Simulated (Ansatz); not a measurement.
# Si on Al(111): change of the work function, part 3 of 5

How does Si on the fcc site change the work function of Al(111) as the layer fills?

Ansatz 0.2.0; plane-wave DFT, PBEsol, Ansatz PAW (the session's first sound run).

So far, work function, upper face (eV): step 2 (the clean slab) 4.07.

## (3) Adsorbate added, k-mesh 3×3×1, coverage 0.0625 ML (continued)

Running mean over 2.338 Å of the planar mean; the ramp of the sawtooth is left out. Table of electron's electrostatic potential energy less the Fermi level by z:

```csv
z (Å),electron's electrostatic potential energy less the Fermi level (eV)
4,4.04
5,4.03
6,3.94
7,2.94
8,-1.37
9,-4.41
10,-4.57
11,-4.61
12,-4.90
13,-4.87
14,-4.69
15,-4.71
16,-4.40
17,-1.31
18,2.73
19,3.94
20,4.27
21,4.30
22,4.31
23,4.31
```

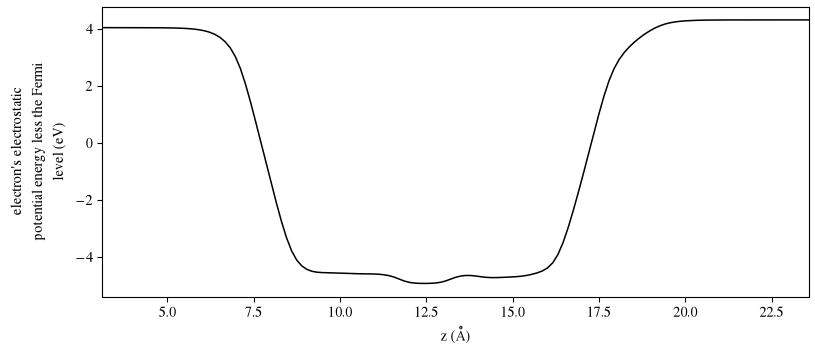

Electron's electrostatic potential energy less the Fermi level against z.

The relaxation took 4 steps and lowered the energy by 0.11 eV; the largest force on the free atoms ends at 0.014 eV/Å.

The covered face has 4.31 eV, +0.24 eV against the clean one; the bare back face has moved by -0.02 eV, a measure of how thin the slab is.

## (4) Adsorbate added, k-mesh 4×4×1, coverage 0.111 ML

System of this step: Si/Al(111). The cell holds 37 atoms: 36 Al and 1 Si. Its edges and angles: a = 8.591 Å, b = 8.591 Å, c = 26.690 Å, α = 90.0°, β = 90.0°, γ = 60.0°. Vacuum lies along c.

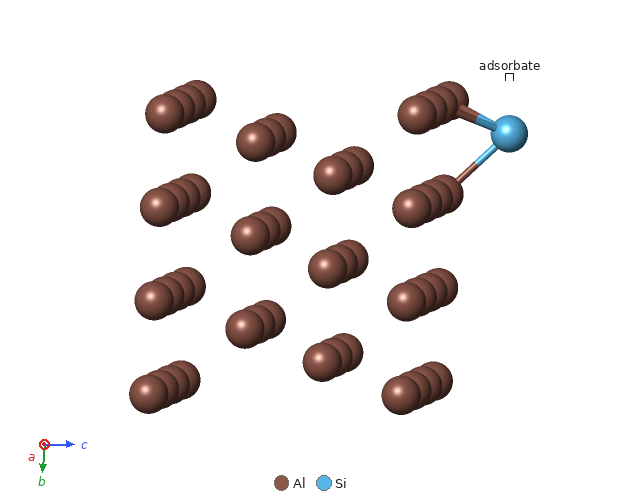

The cell of this step (aluminium brown, silicon blue). Bonds to atoms that aren't drawn are left out. Some periodic images of atoms are drawn too.

Another coverage, to see how the dipoles act on each other as their distance changes.

Input file input.yaml:

```yaml
crystal:
  lattice:
    - [8.5913473915, 0.0, 0.0]
    - [4.2956736957, 7.4403250937, 0.0]
    - [0.0, 0.0, 26.6895920757]
  atoms:
    - { symbol: Al, position: [0.0, 0.0, 0.3372100995] }
    - { symbol: Al, position: [0.1111111111, 0.1111111111, 0.4248198533] }
    - { symbol: Al, position: [0.2222222222, 0.2222222222, 0.5094791123] }
    - { symbol: Al, position: [0.0, 0.0, 0.5957618588] }
    - { symbol: Al, position: [0.0, 0.3333333333, 0.3372100995] }
    - { symbol: Al, position: [0.1111111111, 0.4444444444, 0.4248198533] }
    - { symbol: Al, position: [0.2222222222, 0.5555555556, 0.5094791123] }
    - { symbol: Al, position: [0.0, 0.3333333333, 0.5957618588] }
    - { symbol: Al, position: [0.0, 0.6666666667, 0.3372100995] }
    - { symbol: Al, position: [0.1111111111, 0.7777777778, 0.4248198533] }
    - { symbol: Al, position: [0.2222222222, 0.8888888889, 0.5094791123] }
    - { symbol: Al, position: [0.0, 0.6666666667, 0.5957618588] }
    - { symbol: Al, position: [0.3333333333, 0.0, 0.3372100995] }
    - { symbol: Al, position: [0.4444444444, 0.1111111111, 0.4248198533] }
    - { symbol: Al, position: [0.5555555556, 0.2222222222, 0.5094791123] }
    - { symbol: Al, position: [0.3333333333, 0.0, 0.5957618588] }
    - { symbol: Al, position: [0.3333333333, 0.3333333333, 0.3372100995] }
    - { symbol: Al, position: [0.4444444444, 0.4444444444, 0.4248198533] }
    - { symbol: Al, position: [0.5555555556, 0.5555555556, 0.5094791123] }
    - { symbol: Al, position: [0.3333333333, 0.3333333333, 0.5957618588] }
    - { symbol: Al, position: [0.3333333333, 0.6666666667, 0.3372100995] }
    - { symbol: Al, position: [0.4444444444, 0.7777777778, 0.4248198533] }
    - { symbol: Al, position: [0.5555555556, 0.8888888889, 0.5094791123] }
    - { symbol: Al, position: [0.3333333333, 0.6666666667, 0.5957618588] }
    - { symbol: Al, position: [0.6666666667, 0.0, 0.3372100995] }
    - { symbol: Al, position: [0.7777777778, 0.1111111111, 0.4248198533] }
    - { symbol: Al, position: [0.8888888889, 0.2222222222, 0.5094791123] }
    - { symbol: Al, position: [0.6666666667, 0.0, 0.5957618588] }
    - { symbol: Al, position: [0.6666666667, 0.3333333333, 0.3372100995] }
    - { symbol: Al, position: [0.7777777778, 0.4444444444, 0.4248198533] }
    - { symbol: Al, position: [0.8888888889, 0.5555555556, 0.5094791123] }
    - { symbol: Al, position: [0.6666666667, 0.3333333333, 0.5957618588] }
    - { symbol: Al, position: [0.6666666667, 0.6666666667, 0.3372100995] }
    - { symbol: Al, position: [0.7777777778, 0.7777777778, 0.4248198533] }
    - { symbol: Al, position: [0.8888888889, 0.8888888889, 0.5094791123] }
    - { symbol: Al, position: [0.6666666667, 0.6666666667, 0.5957618588] }
    - { symbol: Si, position: [0.1111111111, 0.1111111111, 0.6627899005] }
kpoints:
  mp_grid: { grid: [4, 4, 1] }
hamiltonian:
  xc: pbesol
scf:
  occupations: { method: fermi_dirac, width: 0.1 }
  convergence: { dr2_threshold: 1.0e-08 }
efield:
  axis: 3
  dipole_correction: true
  ramp_position: 0.97
  ramp_width: 0.06
relax:
  f_tol: 0.02
  max_steps: 60
  constraints:
    - { sites: [0, 1, 4, 5, 8, 9, 12, 13, 16, 17, 20, 21, 24, 25, 28, 29, 32, 33] }
output:
  bader: true
  write_potential: true
  write_density: true
  volumetric_format: npy
```

Run with:

```console
ansatz run input.yaml --threads 4 --pin off --max-ram 6144MiB --backend cpu --events-out ev --progress --plain --runs-dir out
```

Numbers of over 12 decimals in the logs are rounded to 6 here.

Output:

```text
[...]
Crystal: 37 atoms, lattice volume = 1706.063 Å³
Basis set: ecut = 420 eV, 33311 PW (Γ), exchange–correlation on 120×120×360 points (8 copies of the dense FFT grid, shifted against one another)
Bands: 93, of which v1, the nominal top of the filled ones, is band 56 counted from 1 (55 counted from 0)
Symmetry: 6 space group operations
[...]
k-points: 4 of 16 (time reversal used)
[...]
SCF iter   1: F=—  HF=-19496.864646 eV  |F-HF|=—  |Δ(HF+E_count)|=         —  Δρ=1.51e-3  dr2=4.63e-1  ethr=1.77e-3  p=-0.138 e·Å  D=-1.47e-2 V/Å  ΔV_dip=0.39 eV  dr2_dipole=3.76e-2  V_vac-E_F(+/−)=4.42/4.03 eV  ⟨swp⟩=10.5  Hψ=2304  notcnv=0  defer=7
[...]
SCF iter   8: F=-19496.846459 eV  HF=-19496.846459 eV  |F-HF|=1.59e-8  |Δ(HF+E_count)|=   5.46e-8  Δρ=2.69e-7  dr2=3.27e-9  ethr=8.93e-12  p=-0.150 e·Å  D=-1.59e-2 V/Å  ΔV_dip=0.42 eV  dr2_dipole=1.54e-10  V_vac-E_F(+/−)=4.46/4.04 eV  ⟨swp⟩=11.2  Hψ=2600  notcnv=0
SCF 1 converged in 8 iterations: F = -19496.846459 eV  dr2 = 3.27e-9
[...]
relax step   1: F+E_penalty+E_count = -19496.84645940 eV  Δ(F+E_penalty+E_count) = +0.000e0 eV  max|allowed force component| = 6.041e-1 eV/Å  Δτ_max = 0.0000 Å  (8 SCF iters, accepted)
[...]
SCF iter   8: F=-19496.946010 eV  HF=-19496.946010 eV  |F-HF|=3.91e-9  |Δ(HF+E_count)|=   1.80e-8  Δρ=9.82e-8  dr2=5.35e-10  ethr=8.93e-12  p=-0.160 e·Å  D=-1.69e-2 V/Å  ΔV_dip=0.45 eV  dr2_dipole=3.45e-11  V_vac-E_F(+/−)=4.49/4.04 eV  ⟨swp⟩=10.0  Hψ=2320  notcnv=0
SCF 2 converged in 8 iterations: F = -19496.946010 eV  dr2 = 5.35e-10
[...]
relax step   2: F+E_penalty+E_count = -19496.94600975 eV  Δ(F+E_penalty+E_count) = -9.955e-2 eV  max|allowed force component| = 7.468e-2 eV/Å  Δτ_max = 0.0922 Å  (8 SCF iters, accepted)
SCF iter   1: F=—  HF=-19496.953415 eV  |F-HF|=—  |Δ(HF+E_count)|=         —  Δρ=3.47e-4  dr2=6.44e-3  ethr=1.09e-4  p=-0.160 e·Å  D=-1.69e-2 V/Å  ΔV_dip=0.45 eV  dr2_dipole=1.56e-4  V_vac-E_F(+/−)=4.49/4.04 eV  ⟨swp⟩=2.8  Hψ=841  notcnv=0  defer=12
[...]
SCF iter   7: F=-19496.952121 eV  HF=-19496.952121 eV  |F-HF|=9.88e-9  |Δ(HF+E_count)|=   4.83e-8  Δρ=2.05e-7  dr2=1.99e-9  ethr=8.93e-12  p=-0.162 e·Å  D=-1.71e-2 V/Å  ΔV_dip=0.46 eV  dr2_dipole=2.31e-12  V_vac-E_F(+/−)=4.50/4.04 eV  ⟨swp⟩=10.0  Hψ=2263  notcnv=0
SCF 3 converged in 7 iterations: F = -19496.952121 eV  dr2 = 1.99e-9
[...]
relax step   3: F+E_penalty+E_count = -19496.95212096 eV  Δ(F+E_penalty+E_count) = -6.111e-3 eV  max|allowed force component| = 5.068e-2 eV/Å  Δτ_max = 0.0334 Å  (7 SCF iters, accepted)
SCF iter   1: F=—  HF=-19496.952438 eV  |F-HF|=—  |Δ(HF+E_count)|=         —  Δρ=8.66e-5  dr2=8.24e-4  ethr=1.67e-6  p=-0.162 e·Å  D=-1.71e-2 V/Å  ΔV_dip=0.46 eV  dr2_dipole=1.58e-4  V_vac-E_F(+/−)=4.50/4.04 eV  ⟨swp⟩=2.0  Hψ=734  notcnv=0  defer=12
[...]
SCF iter   6: F=-19496.952352 eV  HF=-19496.952352 eV  |F-HF|=3.21e-9  |Δ(HF+E_count)|=   5.76e-8  Δρ=1.37e-7  dr2=1.25e-9  ethr=8.93e-12  p=-0.162 e·Å  D=-1.72e-2 V/Å  ΔV_dip=0.46 eV  dr2_dipole=2.56e-11  V_vac-E_F(+/−)=4.50/4.04 eV  ⟨swp⟩=10.2  Hψ=2403  notcnv=0
SCF 4 converged in 6 iterations: F = -19496.952352 eV  dr2 = 1.25e-9
relax step   4: F+E_penalty+E_count = -19496.95235199 eV  Δ(F+E_penalty+E_count) = -2.310e-4 eV  max|allowed force component| = 1.232e-2 eV/Å  Δτ_max = 0.0052 Å  (6 SCF iters, accepted)
[...]
SCF converged after 6 iterations
Free energy (F): -19496.952352 eV
[...]
Internal energy: -19496.416444 eV  (E = F + TS)
E sigma→0 (E₀):  -19496.684398 eV
Entropy (-TS):   -0.535908 eV (-14.484 meV/atom)
Fermi energy:    0.120064 eV
Dipole field:    D = -0.017183 V/Å  (p = -0.162010 e·Å, saw-weighted, corrected)
Work function:   Φ+ = 4.4965 eV   Φ− = 4.0379 eV
[...]
--- Forces (eV/Å), atoms counted from 1 ---
  atom   1  Al     0.05317342     0.03069969     0.12389457
  atom   2  Al     0.00000000     0.00000000    -0.08474327
  atom   3  Al    -0.00156607    -0.00090417     0.00004183
  atom   4  Al    -0.00323918    -0.00187014    -0.00532949
  atom   5  Al     0.00000000    -0.06139938     0.12389457
  atom   6  Al    -0.06120412    -0.03102226    -0.07279308
  atom   7  Al    -0.00082880     0.00047851    -0.00009781
  atom   8  Al    -0.00000000     0.00374028    -0.00532949
  atom   9  Al     0.00046779    -0.00027008     0.08346026
  atom  10  Al    -0.00373600     0.06851545    -0.07279308
  atom  11  Al    -0.00000000     0.00180834     0.00004183
  atom  12  Al     0.00059822    -0.00034538     0.00157331
  atom  13  Al    -0.05317342     0.03069969     0.12389457
  atom  14  Al    -0.05746812    -0.03749320    -0.07279308
  atom  15  Al     0.00000000    -0.00095702    -0.00009781
  atom  16  Al     0.00323918    -0.00187014    -0.00532949
  atom  17  Al     0.00052480     0.00030299     0.07775390
  atom  18  Al     0.00000000     0.00000000    -0.17937629
  atom  19  Al     0.00082880     0.00047851    -0.00009781
  atom  20  Al     0.00029549     0.00017060    -0.00186231
  atom  21  Al     0.00000000    -0.00060598     0.07775390
  atom  22  Al     0.00373600     0.06851545    -0.07279308
  atom  23  Al    -0.00184027     0.00106248     0.00071413
  atom  24  Al     0.00000000    -0.00034120    -0.00186231
  atom  25  Al    -0.00000000     0.00054016     0.08346026
  atom  26  Al     0.05746812    -0.03749320    -0.07279308
  atom  27  Al     0.00156607    -0.00090417     0.00004183
  atom  28  Al    -0.00000000     0.00069077     0.00157331
  atom  29  Al    -0.00052480     0.00030299     0.07775390
  atom  30  Al     0.06120412    -0.03102226    -0.07279308
  atom  31  Al     0.00000000    -0.00212496     0.00071413
  atom  32  Al    -0.00029549     0.00017060    -0.00186231
  atom  33  Al    -0.00046779    -0.00027008     0.08346026
  atom  34  Al     0.00000000     0.00000000    -0.15188001
  atom  35  Al     0.00184027     0.00106248     0.00071413
  atom  36  Al    -0.00059822    -0.00034538     0.00157331
  atom  37  Si    -0.00000000    -0.00000000     0.01232187
  max |Σ_I F_I| component: 9.04e-6 eV/Å
--- Band table (eV) ---
  k-point 0: bands = [... 52 lower, -0.4797, -0.4797, -0.3237, -0.2982, -0.2982, -0.2874, 0.0217, 0.1590, ... 33 higher]
  k-point 1: bands = [... 52 lower, -0.3479, -0.2644, -0.1417, -0.1267, -0.0479, 0.0108, 0.0585, 0.4317, ... 33 higher]
  k-point 2: bands = [... 52 lower, -0.1545, 0.1262, 0.2841, 0.3233, 0.3239, 0.3650, 0.5844, 0.7144, ... 33 higher]
  k-point 3: bands = [... 52 lower, -0.1211, 0.0822, 0.1360, 0.2369, 0.3490, 0.4482, 0.5582, 0.6667, ... 33 higher]
--- Relaxed structure (4 steps of the walk, 4 accepted, 0 SCFs on fresh bases) ---
  F+E_penalty+E_count = -19496.95235199 eV   max|allowed force component| = 1.232e-2 eV/Å
  atoms:
[...]
- { symbol: Al, position: [0.111111, 0.111111, 0.4248198533] }
    - { symbol: Al, position: [0.221921, 0.221921, 0.510437] }
    - { symbol: Al, position: [-0.00736475, -0.00736475, 0.598079] }
    - { symbol: Al, position: [1.1111084274872951e-11, 0.333333, 0.3372100995] }
    - { symbol: Al, position: [0.111111, 0.444444, 0.4248198533] }
    - { symbol: Al, position: [0.221700, 0.555817, 0.508287] }
    - { symbol: Al, position: [-0.00736475, 0.348063, 0.598079] }
    - { symbol: Al, position: [-2.2222224060897133e-11, 0.666667, 0.3372100995] }
    - { symbol: Al, position: [0.111111, 0.777778, 0.4248198533] }
    - { symbol: Al, position: [0.221921, 0.889490, 0.510437] }
    - { symbol: Al, position: [0.00258002, 0.665377, 0.594763] }
    - { symbol: Al, position: [0.333333, 1.1111113280699722e-11, 0.3372100995] }
    - { symbol: Al, position: [0.444444, 0.111111, 0.4248198533] }
    - { symbol: Al, position: [0.555817, 0.221700, 0.508287] }
    - { symbol: Al, position: [0.348063, -0.00736475, 0.598079] }
    - { symbol: Al, position: [0.333333, 0.333333, 0.3372100995] }
    - { symbol: Al, position: [0.444444, 0.444444, 0.4248198533] }
    - { symbol: Al, position: [0.555817, 0.555817, 0.508287] }
    - { symbol: Al, position: [0.334490, 0.334490, 0.594238] }
    - { symbol: Al, position: [0.333333, 0.666667, 0.3372100995] }
    - { symbol: Al, position: [0.444444, 0.777778, 0.4248198533] }
    - { symbol: Al, position: [0.555992, 0.888671, 0.509279] }
    - { symbol: Al, position: [0.334490, 0.664354, 0.594238] }
    - { symbol: Al, position: [0.666667, -2.2222204306928902e-11, 0.3372100995] }
    - { symbol: Al, position: [0.777778, 0.111111, 0.4248198533] }
    - { symbol: Al, position: [0.889490, 0.221921, 0.510437] }
    - { symbol: Al, position: [0.665377, 0.00258002, 0.594763] }
    - { symbol: Al, position: [0.666667, 0.333333, 0.3372100995] }
    - { symbol: Al, position: [0.777778, 0.444444, 0.4248198533] }
    - { symbol: Al, position: [0.888671, 0.555992, 0.509279] }
    - { symbol: Al, position: [0.664354, 0.334490, 0.594238] }
    - { symbol: Al, position: [0.666667, 0.666667, 0.3372100995] }
    - { symbol: Al, position: [0.777778, 0.777778, 0.4248198533] }
    - { symbol: Al, position: [0.888671, 0.888671, 0.509279] }
    - { symbol: Al, position: [0.665377, 0.665377, 0.594763] }
    - { symbol: Si, position: [0.111111, 0.111111, 0.662192] }
--- Bader charges: 37 sites ---
  site symbol  charge [e]  shift [e]
     0     Al      0.0262     0.0000
     1     Al     -0.0295     0.0000
     2     Al     -0.0202     0.0000
     3     Al      0.5384     0.0020
     4     Al      0.0262     0.0000
     5     Al     -0.0365     0.0000
     6     Al     -0.0299     0.0000
     7     Al      0.5384     0.0020
     8     Al      0.0241     0.0000
     9     Al     -0.0365     0.0000
    10     Al     -0.0202     0.0000
    11     Al     -0.0448     0.0006
    12     Al      0.0262     0.0000
    13     Al     -0.0365     0.0000
    14     Al     -0.0299     0.0000
    15     Al      0.5384     0.0020
    16     Al      0.0330     0.0000
    17     Al     -0.0420     0.0000
    18     Al     -0.0299     0.0000
    19     Al      0.0260     0.0000
    20     Al      0.0330     0.0000
    21     Al     -0.0365     0.0000
    22     Al      0.0213     0.0000
    23     Al      0.0260     0.0000
    24     Al      0.0241     0.0000
    25     Al     -0.0365     0.0000
    26     Al     -0.0202     0.0000
    27     Al     -0.0448     0.0006
    28     Al      0.0330     0.0000
    29     Al     -0.0365     0.0000
    30     Al      0.0213     0.0000
    31     Al      0.0260     0.0000
    32     Al      0.0241     0.0000
    33     Al     -0.0560     0.0000
    34     Al      0.0213     0.0000
    35     Al     -0.0448     0.0006
    36     Si     -1.3760     0.0040
  estimated error of the sums over rays = 4.3e-4 e
```

The job ended after 2.5 min (4 threads of Arm Neoverse V2, shared host; peak memory 3 GiB).

Relaxation path:

```csv
step,energy less that of the first step (eV),largest force component (eV/Å)
1,0.0000,0.6041
2,-0.0996,0.0747
3,-0.1057,0.0507
4,-0.1059,0.0123
```

The run keeps the 6 symmetry operations that it works with, so distortions that break them were not tested.

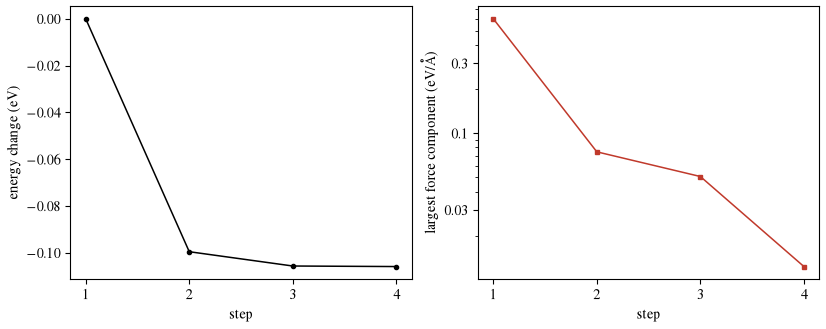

Energy and largest force along the relaxation.

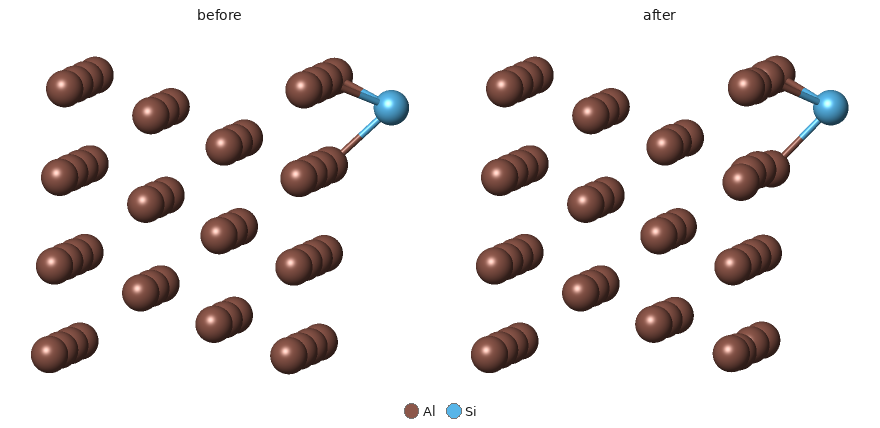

Before and after, at one scale. Bonds to atoms that aren't drawn are left out.

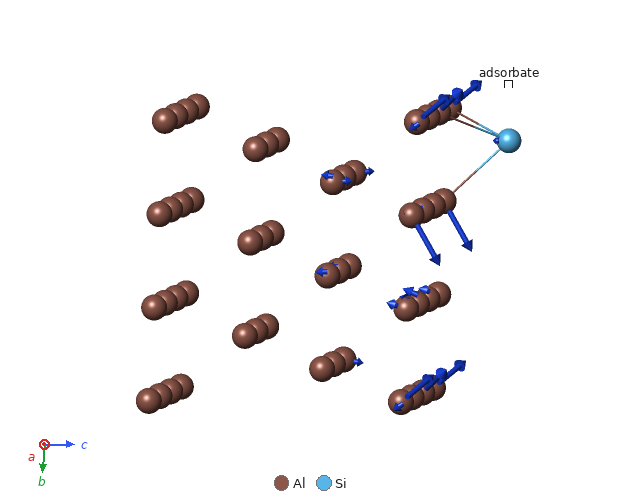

Displacements in the relaxation, exaggerated; the longest in the cell stands for 0.13 Å. Bonds to atoms that aren't drawn are left out. Some periodic images of atoms are drawn too.

The atoms that moved most (Å):

```csv
atom,dx,dy,dz,length
Al8,0.000,0.110,0.062,0.126
Al4,-0.095,-0.055,0.062,0.126
Al16,0.095,-0.055,0.062,0.126
Al20,0.015,0.009,-0.041,0.044
Al24,0.000,-0.017,-0.041,0.044
Al32,-0.015,0.009,-0.041,0.044
Al28,0.000,0.019,-0.027,0.033
Al12,0.017,-0.010,-0.027,0.033
```

Final coordinates:

```xyz
37
Lattice="8.5913 0.0000 0.0000 4.2957 7.4403 0.0000 0.0000 0.0000 26.6896" Properties=species:S:1:pos:R:3
Al    0.0000    0.0000    9.0000
Al    1.4319    0.8267   11.3383
Al    2.8599    1.6512   13.6234
Al   -0.0949   -0.0548   15.9625
Al    1.4319    2.4801    9.0000
Al    2.8638    3.3068   11.3383
Al    4.2923    4.1355   13.5660
Al    1.4319    2.5897   15.9625
Al    2.8638    4.9602    9.0000
Al    4.2957    5.7869   11.3383
Al    5.7276    6.6181   13.6234
Al    2.8804    4.9506   15.8740
Al    2.8638    0.0000    9.0000
Al    4.2957    0.8267   11.3383
Al    5.7276    1.6495   13.5660
Al    2.9587   -0.0548   15.9625
Al    4.2957    2.4801    9.0000
Al    5.7276    3.3068   11.3383
Al    7.1628    4.1355   13.5660
Al    4.3106    2.4887   15.8600
Al    5.7276    4.9602    9.0000
Al    7.1595    5.7869   11.3383
Al    8.5942    6.6120   13.5924
Al    5.7276    4.9430   15.8600
Al    5.7276    0.0000    9.0000
Al    7.1595    0.8267   11.3383
Al    8.5952    1.6512   13.6234
Al    5.7276    0.0192   15.8740
Al    7.1595    2.4801    9.0000
Al    8.5913    3.3068   11.3383
Al   10.0232    4.1368   13.5924
Al    7.1446    2.4887   15.8600
Al    8.5913    4.9602    9.0000
Al   10.0232    5.7869   11.3383
Al   11.4523    6.6120   13.5924
Al    8.5747    4.9506   15.8740
Si    1.4319    0.8267   17.6736
```

Numbers from this step:

```
energy at zero smearing        : -19496.6844 eV
work function, upper face      : 4.497 eV
work function, lower face      : 4.038 eV
dipole along the normal        : -0.1620 e·Å
step between the vacuum levels : 0.4586 eV
```

The relaxation took 4 steps and lowered the energy by 0.11 eV; the largest force on the free atoms ends at 0.012 eV/Å.

The covered face has 4.50 eV, +0.43 eV against the clean one; the bare back face has moved by -0.02 eV, a measure of how thin the slab is.

(Continued in part 4 of 5.)

[Logs are printed without paths, hosts, clocks, repeated set-up lines and the standing remarks that a program may print on its own settings, such as how far it seeks lower states.]

[Hosts, paths, dates, database ids (printed as entryN), source tags and the programs' standing remarks are cut or masked in the printed files.]

[Maps of the electrostatic potential energy from Ansatz leave out the sawtooth potential of an applied field or a dipole correction, so their vacuum need not be flat; planar profiles and work functions include it.]
